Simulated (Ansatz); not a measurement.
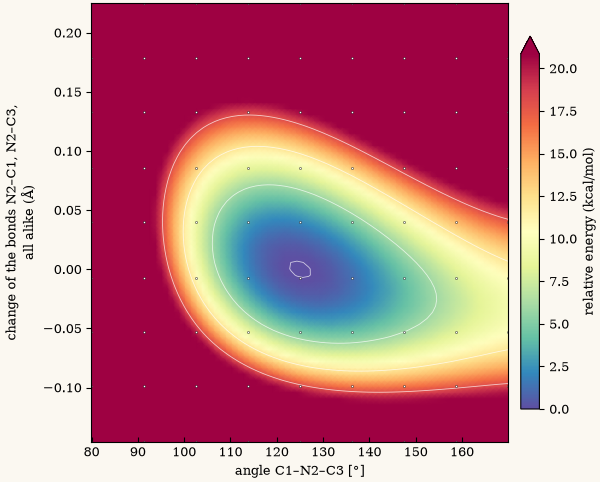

C3H4FNS, SMILES CN=C=C(F)S. 
- Coordinates scanned: (1) angle C1–N2–C3; (2) change of the bonds N2–C1, N2–C3, all alike.
- Nothing is relaxed (all other coordinates rigid).
- The grid has 9 × 9 points.
- Points are written as (first, second).
- Energies: kcal/mol, counted from the lowest grid point.
- Computed with RKS BHLYP-D4/def2-SVP (Ansatz).

In the figure: a smooth colour map with a few white contour lines, dots at the grid points, one colour for all values above the top of the scale. Between grid points the surface is interpolated.

**Where is the minimum, and how stiff is the well along each coordinate?**

The interpolated minimum is at angle C1–N2–C3 ≈ 125.0°, the second coordinate ≈ 0.000 Å. The curvatures there are about 4 eV/rad² and 133 eV/Å², with a cross term of about 7.8 eV/(rad·Å). Round the minimum the valley is somewhat tilted: raising angle C1–N2–C3 shifts the best value of the second coordinate downwards (coupling k₁₂/√(k₁₁k₂₂) about 0.3). (1 eV is 23.1 kcal/mol.)
